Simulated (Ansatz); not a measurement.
# AlNH₄ + H₂O: a complex and its separated parts

The complex below is one end of an elementary step. How strongly is it bound against its free parts?

Program: Ansatz 0.2.0, Gaussian basis. Level of theory: PBE0-D4/def2-TZVP structures, single points in def2-TZVPP, no counterpoise correction. These are calculated values, not measurements.

Levels: SPW92, PBE-D4, BLYP-D4, r2SCAN-D4, B97M-V, PBE0-D4, B3LYP-D4, r2SCAN0-D4, BHLYP-D4, CAM-B3LYP-D4, wB97X-V, wB97M-V, B2PLYP, PBE-QIDH, RPA on PBE, Hartree-Fock, MP2, CCSD, CCSD(T).

Correlated methods freeze the cores. B3LYP uses VWN-RPA correlation. B2PLYP carries no dispersion term here.

20 further runs of the same task are left out: 20 set aside as unsound or not needed.

## Step 1: Where the work starts

The complex: 9 atoms, charge 0, spin multiplicity 1.

Atoms are counted from 1 here; the program's logs count them from 0.

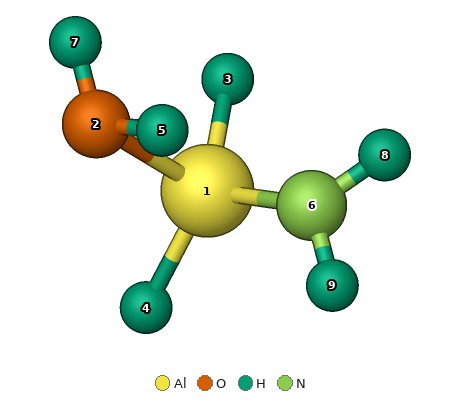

Start geometry, drawn with aluminium yellow, oxygen orange, hydrogen teal, nitrogen green; atoms are numbered from 1 in the order of the file.

Geometry (Å):

```xyz
9
charge 0, multiplicity 1
Al   -0.8236   -0.2586   -0.2704
O     0.6408    0.8146   -1.1397
H    -0.7076   -1.6379   -1.0669
H    -2.1142    0.6636   -0.3446
H     1.1216    0.7365   -0.2785
N     0.1933   -0.1484    1.2569
H     1.1548    0.3734   -1.8239
H     0.6368   -0.9730    1.6359
H    -0.1017    0.4294    2.0312
```

Its parts: AlNH₄ holds atoms 1, 3, 4, 6, 8, 9; H₂O holds atoms 2, 5, 7. Each part counts its atoms afresh in its own runs.

## Step 2: Relaxing AlNH₄ alone

The input, relax-a/in.yaml:

```yaml
crystal:
  periodic: [false, false, false]
  atoms:
    - {symbol: Al, position_ang: [-0.823642, -0.258568, -0.270438]}
    - {symbol: H, position_ang: [-0.707615, -1.637918, -1.066873]}
    - {symbol: H, position_ang: [-2.114188, 0.663646, -0.344635]}
    - {symbol: N, position_ang: [0.193301, -0.148393, 1.256931]}
    - {symbol: H, position_ang: [0.636808, -0.972958, 1.635938]}
    - {symbol: H, position_ang: [-0.101681, 0.429394, 2.031168]}
basis:
  gaussian: {orbitals: def2-TZVP}
hamiltonian: {xc: pbe0, dispersion: d4}
relax: {f_tol: 0.005, max_steps: 200}
```

The command line of these runs was not kept.

What it wrote, cut to the lines that bear on the results:

```text
Functional definition: PBE0
  name "PBE0"
  cite "Adamo & Barone, J. Chem. Phys. 110, 6158 (1999) doi:10.1063/1.478522"
  cite "Perdew, Burke & Ernzerhof, Phys. Rev. Lett. 77, 3865 (1996) doi:10.1103/PhysRevLett.77.3865"
  parent pbe
[...]
610 factors; their error is unknown
[...]
mean field -8148.29125999 eV, -299.4441806943 hartree, gradient 3.5e-5 eV, S^2 0.000000; 0 other end points of the search recorded, 0 dependent functions left out
[...]
reference -8148.29128999 eV, -299.4441817969 hartree; 12, 12 occupied and 80, 80 virtual orbitals, 610 factors
relax step   1: F+E_penalty+E_count = -8148.34375335 eV  Δ(F+E_penalty+E_count) = +0.000e0 eV  max|allowed force component| = 1.585e0 eV/Å  Δτ_max = 0.0000 Å  (23 SCF iters, accepted)
[...]
relax step   4: F+E_penalty+E_count = -8148.58939026 eV  Δ(F+E_penalty+E_count) = -5.908e-2 eV  max|allowed force component| = 4.390e-2 eV/Å  Δτ_max = 0.1050 Å  (27 SCF iters, accepted)
[...]
relax step   5: F+E_penalty+E_count = -8148.58966150 eV  Δ(F+E_penalty+E_count) = -2.712e-4 eV  max|allowed force component| = 4.756e-3 eV/Å  Δτ_max = 0.0136 Å  (28 SCF iters, accepted)
610 factors; their error is unknown
mean field -8148.53678139 eV, -299.4532034396 hartree, gradient 3.4e-5 eV, S^2 0.000000; 1 other end points of the search recorded, 0 dependent functions left out
[...]
reference -8148.53681176 eV, -299.4532045555 hartree; 12, 12 occupied and 80, 80 virtual orbitals, 610 factors
Total energy: -8148.58969187 eV, -299.4551478638 hartree
Atom 0 at    -0.943902    -0.379698    -0.147681 Å, force    -0.001327     0.002874     0.002271 eV/Å
Atom 1 at    -0.665944    -1.598524    -1.119366 Å, force    -0.000107    -0.000815    -0.000009 eV/Å
Atom 2 at    -2.039929     0.733677    -0.405104 Å, force     0.000229     0.000113    -0.001269 eV/Å
Atom 3 at     0.031874    -0.253787     1.319188 Å, force    -0.000096    -0.001905    -0.002314 eV/Å
Atom 4 at     0.754293    -0.902404     1.586978 Å, force     0.004756    -0.003245     0.000493 eV/Å
Atom 5 at    -0.053409     0.475939     2.008076 Å, force    -0.003455     0.002978     0.000828 eV/Å
Dipole moment:     0.148333     0.018820     0.222491 e Å
```

Run time: 6 s. Hardware: 2 threads, shared host; peak memory 0.13 GiB.

Step by step:

```tsv
step	energy from step 1 (eV)	largest force component (eV/Å)
1	0.0000	1.5850
2	-0.1823	0.5841
3	-0.1866	1.0330
4	-0.2456	0.0439
5	-0.2459	0.0048
```

Close pairs (by a distance rule), those that changed most:

```tsv
bond	before (Å)	after (Å)	change (Å)
Al1–N4	1.838	1.766	-0.072
Al1–H2	1.597	1.583	-0.014
Al1–H3	1.588	1.583	-0.005
N4–H6	1.010	1.007	-0.003
N4–H5	1.010	1.007	-0.003
```

## Step 3: Relaxing H₂O alone

The input, relax-b/in.yaml:

```yaml
crystal:
  periodic: [false, false, false]
  atoms:
    - {symbol: O, position_ang: [0.640772, 0.814581, -1.139712]}
    - {symbol: H, position_ang: [1.121583, 0.736472, -0.278516]}
    - {symbol: H, position_ang: [1.154763, 0.373444, -1.823863]}
basis:
  gaussian: {orbitals: def2-TZVP}
hamiltonian: {xc: pbe0, dispersion: d4}
relax: {f_tol: 0.005, max_steps: 200}
```

What it wrote, cut to the lines that bear on the results:

```text
Functional definition: PBE0
  name "PBE0"
  cite "Adamo & Barone, J. Chem. Phys. 110, 6158 (1999) doi:10.1063/1.478522"
  cite "Perdew, Burke & Ernzerhof, Phys. Rev. Lett. 77, 3865 (1996) doi:10.1103/PhysRevLett.77.3865"
  parent pbe
[...]
239 factors; their error is unknown
[...]
mean field -2078.29823460 eV, -76.3760514004 hartree, gradient 4.1e-5 eV, S^2 0.000000; 0 other end points of the search recorded, 0 dependent functions left out
[...]
reference -2078.29824884 eV, -76.3760519235 hartree; 5, 5 occupied and 38, 38 virtual orbitals, 239 factors
relax step   1: F+E_penalty+E_count = -2078.30251887 eV  Δ(F+E_penalty+E_count) = +0.000e0 eV  max|allowed force component| = 1.484e0 eV/Å  Δτ_max = 0.0000 Å  (22 SCF iters, accepted)
[...]
relax step   4: F+E_penalty+E_count = -2078.33733134 eV  Δ(F+E_penalty+E_count) = -2.091e-4 eV  max|allowed force component| = 8.224e-3 eV/Å  Δτ_max = 0.0029 Å  (28 SCF iters, accepted)
[...]
relax step   5: F+E_penalty+E_count = -2078.33733247 eV  Δ(F+E_penalty+E_count) = -1.130e-6 eV  max|allowed force component| = 1.753e-3 eV/Å  Δτ_max = 0.0003 Å  (28 SCF iters, accepted)
239 factors; their error is unknown
[...]
mean field -2078.33307676 eV, -76.3773318263 hartree, gradient 1.2e-5 eV, S^2 0.000000; 1 other end points of the search recorded, 0 dependent functions left out
[...]
reference -2078.33309077 eV, -76.3773323410 hartree; 5, 5 occupied and 38, 38 virtual orbitals, 239 factors
Total energy: -2078.33734648 eV, -76.3774887353 hartree
Atom 0 at     0.631270     0.821612    -1.132111 Å, force    -0.001753     0.000936    -0.000215 eV/Å
Atom 1 at     1.124040     0.727144    -0.314181 Å, force     0.000855    -0.000414     0.000297 eV/Å
Atom 2 at     1.161808     0.375741    -1.795799 Å, force     0.000898    -0.000523    -0.000082 eV/Å
Dipole moment:     0.377342    -0.199248     0.056876 e Å
```

Wall time 1.5 s (2 threads, shared host); peak memory 0.08 GiB.

Along the way:

```tsv
step	energy from step 1 (eV)	largest force component (eV/Å)
1	0.0000	1.4840
2	-0.0318	0.3604
3	-0.0346	0.0914
4	-0.0348	0.0082
5	-0.0348	0.0018
```

Close pairs (by a distance rule), those that changed most:

```tsv
bond	before (Å)	after (Å)	change (Å)
O1–H2	0.989	0.960	-0.030
O1–H3	0.963	0.960	-0.003
```

## Step 4: wB97M-V/def2-TZVPP

The input, parta/in.yaml:

```yaml
crystal:
  periodic: [false, false, false]
  atoms:
    - {symbol: Al, position_ang: [-0.943902, -0.379698, -0.147681]}
    - {symbol: H, position_ang: [-0.665944, -1.598524, -1.119366]}
    - {symbol: H, position_ang: [-2.039929, 0.733677, -0.405104]}
    - {symbol: N, position_ang: [0.031874, -0.253787, 1.319188]}
    - {symbol: H, position_ang: [0.754293, -0.902404, 1.586978]}
    - {symbol: H, position_ang: [-0.053409, 0.475939, 2.008076]}
basis:
  gaussian: {orbitals: def2-TZVPP}
hamiltonian: {xc: {name: wB97M-V}}
```

The input, partb/in.yaml:

```yaml
crystal:
  periodic: [false, false, false]
  atoms:
    - {symbol: O, position_ang: [0.631270, 0.821612, -1.132111]}
    - {symbol: H, position_ang: [1.124040, 0.727144, -0.314181]}
    - {symbol: H, position_ang: [1.161808, 0.375741, -1.795799]}
basis:
  gaussian: {orbitals: def2-TZVPP}
hamiltonian: {xc: {name: wB97M-V}}
```

Output in parta, cut to the lines that bear on the results:

```text
Functional definition: wB97M-V
  name "wB97M-V"
  cite "Mardirossian & Head-Gordon, J. Chem. Phys. 144, 214110 (2016) doi:10.1063/1.4952647"
  cite "Becke, J. Chem. Phys. 107, 8554 (1997) doi:10.1063/1.475007"
  cite "Vydrov & Van Voorhis, J. Chem. Phys. 133, 244103 (2010) doi:10.1063/1.3521275"
  # Of w^i u^j: cxij and so on, Table III.
[...]
  gx(w, u) = 1 - cx + cx01*u + cx10*w
  gss(w, u) = css00 + css04*u^4 + css10*w + css20*w^2 + css43*w^4*u^3
  gos(w, u) = cos00 + cos10*w + (cos20 + cos21*u)*w^2 + (cos60 + cos61*u)*w^6
[...]
      + integral(e_c_pw_mod_opposite_spin*gos(b97_w_opposite, b97_u_opposite)) + vv10(b, c)
663 factors; their error is unknown
177 factors; integrals over basis functions are off by at most 1.5e-5 eV
[...]
mean field -8152.31267604 eV, -299.5919650084 hartree, gradient 1.6e-5 eV, S^2 0.000000; 0 other end points of the search recorded, 0 dependent functions left out
reference -8152.31272362 eV, -299.5919667570 hartree; 12, 12 occupied and 117, 117 virtual orbitals, 663 factors
Total energy: -8152.31272362 eV, -299.5919667570 hartree
```

Output in partb, cut to the lines that bear on the results:

```text
Functional definition: wB97M-V
  name "wB97M-V"
  cite "Mardirossian & Head-Gordon, J. Chem. Phys. 144, 214110 (2016) doi:10.1063/1.4952647"
  cite "Becke, J. Chem. Phys. 107, 8554 (1997) doi:10.1063/1.475007"
  cite "Vydrov & Van Voorhis, J. Chem. Phys. 133, 244103 (2010) doi:10.1063/1.3521275"
  # Of w^i u^j: cxij and so on, Table III.
[...]
  gx(w, u) = 1 - cx + cx01*u + cx10*w
  gss(w, u) = css00 + css04*u^4 + css10*w + css20*w^2 + css43*w^4*u^3
  gos(w, u) = cos00 + cos10*w + (cos20 + cos21*u)*w^2 + (cos60 + cos61*u)*w^6
[...]
      + integral(e_c_pw_mod_opposite_spin*gos(b97_w_opposite, b97_u_opposite)) + vv10(b, c)
269 factors; their error is unknown
69 factors; integrals over basis functions are off by at most 2.2e-5 eV
[...]
mean field -2079.85937881 eV, -76.4334223918 hartree, gradient 2.9e-5 eV, S^2 0.000000; 0 other end points of the search recorded, 0 dependent functions left out
reference -2079.85940081 eV, -76.4334232006 hartree; 5, 5 occupied and 54, 54 virtual orbitals, 269 factors
Total energy: -2079.85940081 eV, -76.4334232006 hartree
```

They took 3.6 s (parta), 0.65 s (partb) on 2 threads, shared host; peak memory 0.23 GiB.

## Step 5: CCSD(T)/def2-TZVPP

Each input of step 4 (parta, partb) changes in the same lines:

```diff
-hamiltonian: {xc: {name: wB97M-V}}
+correlation: {method: ccsd_t}
```

parta printed, cut to the lines that bear on the results:

```text
Functional definition: HF
  name "HF"
  cite "Fock, Z. Phys. 61, 126 (1930) doi:10.1007/BF01340294"
  parent pbe
[...]
745 factors; integrals over basis functions are off by at most 1.8e-3 eV
[...]
mean field -8129.52651770 eV, -298.7545891343 hartree, gradient 2.5e-6 eV, S^2 0.000000; 0 other end points of the search recorded, 0 dependent functions left out
6 core orbitals not correlated: weight in the atoms' cores, before any rotation towards them, 1.000 or more for the frozen orbitals, at most 0.000 for the correlated occupied ones
reference -8129.52651770 eV, -298.7545891343 hartree; 6, 6 occupied and 117, 117 virtual orbitals, 745 factors
second order -8.32797295 eV of doubles, -0.00000000 eV of singles
cycle   1  -8.70009435 eV  change   -3.7e-1 eV  update   6.4e-2
[...]
cycle   9  -8.98857433 eV  change    6.7e-7 eV  update   1.0e-5
perturbative correction -0.28640548 eV, -0.0105252071 hartree
Total energy: -8138.80149750 eV, -299.0954383553 hartree
```

Log of partb, cut to the lines that bear on the results:

```text
Functional definition: HF
  name "HF"
  cite "Fock, Z. Phys. 61, 126 (1930) doi:10.1007/BF01340294"
  parent pbe
[...]
361 factors; integrals over basis functions are off by at most 7.6e-4 eV
[...]
mean field -2069.76246103 eV, -76.0623675075 hartree, gradient 3.6e-6 eV, S^2 0.000000; 0 other end points of the search recorded, 0 dependent functions left out
1 core orbitals not correlated: weight in the atoms' cores, before any rotation towards them, 1.000 or more for the frozen orbitals, at most 0.000 for the correlated occupied ones
reference -2069.76246103 eV, -76.0623675075 hartree; 4, 4 occupied and 54, 54 virtual orbitals, 361 factors
second order -7.10550267 eV of doubles, -0.00000000 eV of singles
cycle   1  -7.11158127 eV  change   -6.1e-3 eV  update   4.1e-2
[...]
cycle   8  -7.26602710 eV  change    3.4e-6 eV  update   7.2e-6
perturbative correction -0.20739575 eV, -0.0076216531 hartree
Total energy: -2077.23588388 eV, -76.3370107314 hartree
```

They took 4.4 s (parta), 0.41 s (partb) on 2 threads, shared host; peak memory 0.58 GiB.

## Step 6: Vibrations of AlNH₄

The input, vib-parta/in.yaml:

```yaml
crystal:
  periodic: [false, false, false]
  atoms:
    - {symbol: Al, position_ang: [-0.943902, -0.379698, -0.147681]}
    - {symbol: H, position_ang: [-0.665944, -1.598524, -1.119366]}
    - {symbol: H, position_ang: [-2.039929, 0.733677, -0.405104]}
    - {symbol: N, position_ang: [0.031874, -0.253787, 1.319188]}
    - {symbol: H, position_ang: [0.754293, -0.902404, 1.586978]}
    - {symbol: H, position_ang: [-0.053409, 0.475939, 2.008076]}
basis:
  gaussian: {orbitals: def2-TZVP}
hamiltonian: {xc: pbe0, dispersion: d4}
phonons: {temperatures: {t_min: 298.15, t_max: 900, t_step: 200}}
```

What it wrote, cut to the lines that bear on the results:

```text
Functional definition: PBE0
  name "PBE0"
  cite "Adamo & Barone, J. Chem. Phys. 110, 6158 (1999) doi:10.1063/1.478522"
  cite "Perdew, Burke & Ernzerhof, Phys. Rev. Lett. 77, 3865 (1996) doi:10.1103/PhysRevLett.77.3865"
  parent pbe
[...]
610 factors; their error is unknown
[...]
mean field -8148.53678139 eV, -299.4532034395 hartree, gradient 1.1e-5 eV, S^2 0.000000; 0 other end points of the search recorded, 0 dependent functions left out
[...]
reference -8148.53681176 eV, -299.4532045555 hartree; 12, 12 occupied and 80, 80 virtual orbitals, 610 factors
[... from here to the last solve, the lines of the solves are left out (35 solves) ...]
610 factors; their error is unknown
mean field -8148.53670517 eV, -299.4532006383 hartree, gradient 2.3e-6 eV, S^2 0.000000; 0 other end points of the search recorded, 0 dependent functions left out
[...]
reference -8148.53673553 eV, -299.4532017541 hartree; 12, 12 occupied and 80, 80 virtual orbitals, 610 factors
Total energy: -8148.58969187 eV, -299.4551478637 hartree
Atom 0 at    -0.943902    -0.379698    -0.147681 Å, force    -0.001330     0.002883     0.002274 eV/Å
Atom 1 at    -0.665944    -1.598524    -1.119366 Å, force    -0.000106    -0.000819    -0.000012 eV/Å
Atom 2 at    -2.039929     0.733677    -0.405104 Å, force     0.000231     0.000111    -0.001268 eV/Å
Atom 3 at     0.031874    -0.253787     1.319188 Å, force    -0.000087    -0.001908    -0.002305 eV/Å
Atom 4 at     0.754293    -0.902404     1.586978 Å, force     0.004746    -0.003236     0.000491 eV/Å
Atom 5 at    -0.053409     0.475939     2.008076 Å, force    -0.003454     0.002970     0.000821 eV/Å
Dipole moment:     0.148333     0.018819     0.222491 e Å
Vibrations: 422.68 441.81 493.04 606.23 734.78 752.07 833.78 1568.23 1935.17 1939.99 3608.00 3698.97 cm⁻¹, zero-point energy 1.056019 eV
```

Run time: 24 s. Hardware: 2 threads, shared host; peak memory 0.13 GiB.

The modes, with what each moves most:

```tsv
mode	wavenumber (cm⁻¹)	character
1	423	bend
2	442	torsion with out-of-plane bend
3	493	torsion
4	606	torsion with out-of-plane bend
5	735	bend
6	752	bend
7	834	Al–N stretch
8	1568	bend
9	1935	Al–H stretch
10	1940	Al–H stretch
11	3608	N–H stretch
12	3699	N–H stretch
```

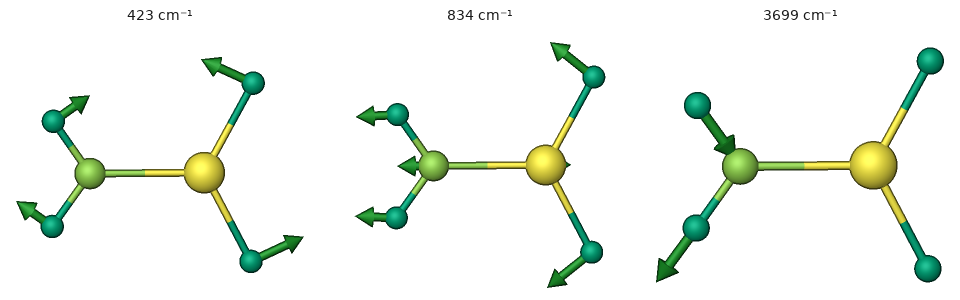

How the atoms move in 3 of the modes.

Vibrational sums (real modes only):

```tsv
T (K)	entropy (J/mol/K)	heat capacity (J/mol/K)
298	14.8	30.4
498	35.1	48.7
698	53.5	60.1
898	69.7	68.1
```

## Step 7: Vibrations of H₂O

The input, vib-partb/in.yaml:

```yaml
crystal:
  periodic: [false, false, false]
  atoms:
    - {symbol: O, position_ang: [0.631270, 0.821612, -1.132111]}
    - {symbol: H, position_ang: [1.124040, 0.727144, -0.314181]}
    - {symbol: H, position_ang: [1.161808, 0.375741, -1.795799]}
basis:
  gaussian: {orbitals: def2-TZVP}
hamiltonian: {xc: pbe0, dispersion: d4}
phonons: {temperatures: {t_min: 298.15, t_max: 900, t_step: 200}}
```

What it wrote, cut to the lines that bear on the results:

```text
Functional definition: PBE0
  name "PBE0"
  cite "Adamo & Barone, J. Chem. Phys. 110, 6158 (1999) doi:10.1063/1.478522"
  cite "Perdew, Burke & Ernzerhof, Phys. Rev. Lett. 77, 3865 (1996) doi:10.1103/PhysRevLett.77.3865"
  parent pbe
[...]
239 factors; their error is unknown
[...]
mean field -2078.33307686 eV, -76.3773318297 hartree, gradient 1.2e-5 eV, S^2 0.000000; 0 other end points of the search recorded, 0 dependent functions left out
[...]
reference -2078.33309086 eV, -76.3773323444 hartree; 5, 5 occupied and 38, 38 virtual orbitals, 239 factors
[...]
239 factors; their error is unknown
[...]
mean field -2078.33296018 eV, -76.3773275421 hartree, gradient 1.2e-6 eV, S^2 0.000000; 0 other end points of the search recorded, 0 dependent functions left out
[...]
reference -2078.33297416 eV, -76.3773280557 hartree; 5, 5 occupied and 38, 38 virtual orbitals, 239 factors
[...]
mean field -2078.33300865 eV, -76.3773293231 hartree, gradient 1.2e-6 eV, S^2 0.000000; 0 other end points of the search recorded, 0 dependent functions left out
[...]
reference -2078.33302267 eV, -76.3773298383 hartree; 5, 5 occupied and 38, 38 virtual orbitals, 239 factors
[...]
239 factors; their error is unknown
mean field -2078.33301149 eV, -76.3773294275 hartree, gradient 1.2e-6 eV, S^2 0.000000; 0 other end points of the search recorded, 0 dependent functions left out
[...]
reference -2078.33302548 eV, -76.3773299416 hartree; 5, 5 occupied and 38, 38 virtual orbitals, 239 factors
Total energy: -2078.33734657 eV, -76.3774887387 hartree
Atom 0 at     0.631270     0.821612    -1.132111 Å, force    -0.001752     0.000925    -0.000264 eV/Å
Atom 1 at     1.124040     0.727144    -0.314181 Å, force     0.000871    -0.000416     0.000331 eV/Å
Atom 2 at     1.161808     0.375741    -1.795799 Å, force     0.000881    -0.000510    -0.000067 eV/Å
Dipole moment:     0.377342    -0.199248     0.056876 e Å
Vibrations: 1622.73 3851.81 3959.62 cm⁻¹, zero-point energy 0.584844 eV
```

It took 1.1 s on 2 threads, shared host; peak memory 0.08 GiB.

The modes, with what each moves most:

```tsv
mode	wavenumber (cm⁻¹)	character
1	1623	bend
2	3852	O–H stretch
3	3960	O–H stretch
```

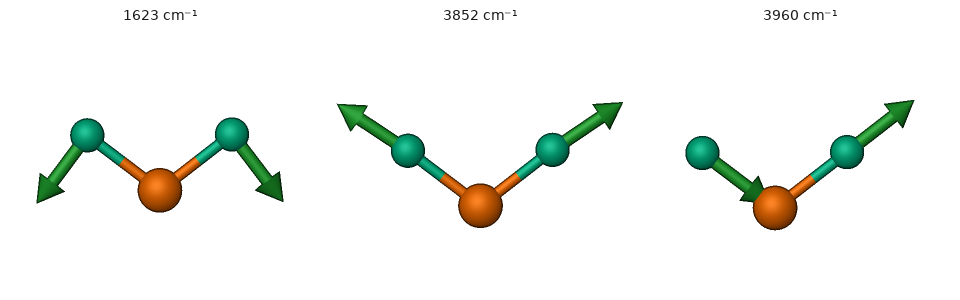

How the atoms move in 3 of the modes.

Vibrational sums (real modes only):

```tsv
T (K)	entropy (J/mol/K)	heat capacity (J/mol/K)
298	0.0	0.2
498	0.4	1.7
698	1.4	3.9
898	2.6	6.1
```

## Step 8: Complex less separated parts

The complex's own energies come from single points at the same levels. Levels not printed above were run the same way.

Rows are in def2-TZVPP; times add the 3 runs of a level on a shared host, so small differences are noise.

Differences are taken before rounding.

```tsv
method	rung	complex less parts (eV)	from CCSD(T) (eV)	time
SPW92	LDA	-1.110	-0.356	1.8 s
PBE-D4	GGA	-0.803	-0.049	2.8 s
BLYP-D4	GGA	-0.700	+0.054	3 s
r2SCAN-D4	meta-GGA	-0.841	-0.086	5.9 s
B97M-V	meta-GGA	-0.783	-0.029	11 s
PBE0-D4	hybrid	-0.813	-0.058	3.9 s
B3LYP-D4	hybrid	-0.733	+0.021	4.1 s
r2SCAN0-D4	hybrid	-0.845	-0.090	7.1 s
BHLYP-D4	hybrid	-0.764	-0.010	4.1 s
CAM-B3LYP-D4	range-separated hybrid	-0.789	-0.034	4.4 s
wB97X-V	range-separated hybrid	-0.785	-0.030	12 s
wB97M-V	range-separated hybrid	-0.798	-0.043	12 s
B2PLYP	double hybrid	-0.704	+0.050	6.5 s
PBE-QIDH	double hybrid	-0.802	-0.048	6.8 s
RPA on PBE	RPA	-0.684	+0.071	7.2 s
Hartree-Fock	wavefunction	-0.527	+0.227	
MP2	wavefunction	-0.769	-0.015	
CCSD	wavefunction	-0.716	+0.038	
CCSD(T)	wavefunction	-0.754	0	43 s
```

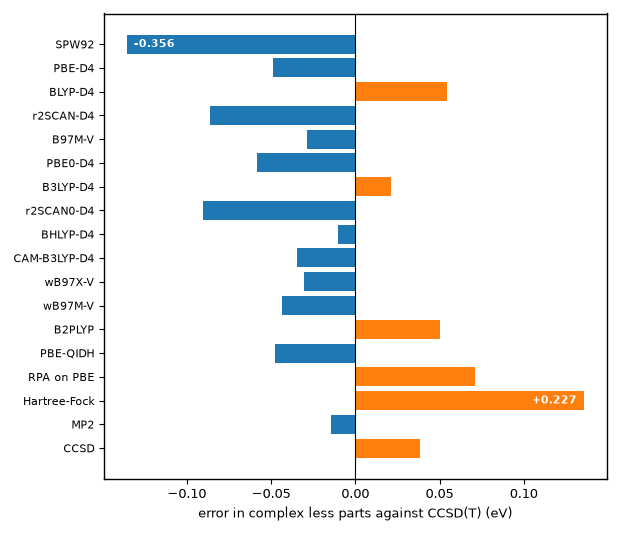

Deviations from CCSD(T), method by method. Bars with a number in them are cut short.

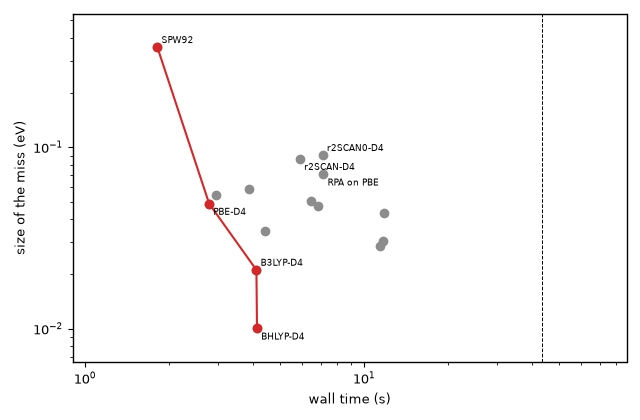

Accuracy for the time spent; red marks the levels that beat every quicker one drawn (of those quicker than the yardstick), and the dashed line is the time of CCSD(T). Only those levels and the largest misses are named. Times are from a shared host.

BHLYP-D4 reaches 0.010 eV from the reference in 4.1 s, where CCSD(T) took 43 s; the quickest level in the cost chart, SPW92, takes 1.8 s and misses by 0.356 eV.

The complex's zero-point energy, from a separate PBE0-D4 run, is 1.764 eV.

## Step 9: Results

| quantity | value |
| --- | --- |
| complex less parts, CCSD(T)/def2-TZVPP | -0.754 eV |
| with zero-point energy | -0.631 eV |
| largest T1 diagnostic | 0.011 |

At CCSD(T) the complex lies 0.754 eV below its parts. The functionals run from BHLYP-D4, off by -0.010 eV, to SPW92, off by -0.356 eV, against CCSD(T). By rung, the mean size of the error is: LDA 0.356, GGA 0.052, meta-GGA 0.057, hybrid 0.045, range-separated hybrid 0.036, double hybrid 0.049 eV. PBE-D4 gives a relative energy 0.049 eV too low, outside chemical accuracy (1 kcal/mol, 0.043 eV). No counterpoise was applied, and triple zeta lacks some correlation, so the CCSD(T) reference has a basis error of its own, and close matches with it are partly luck.
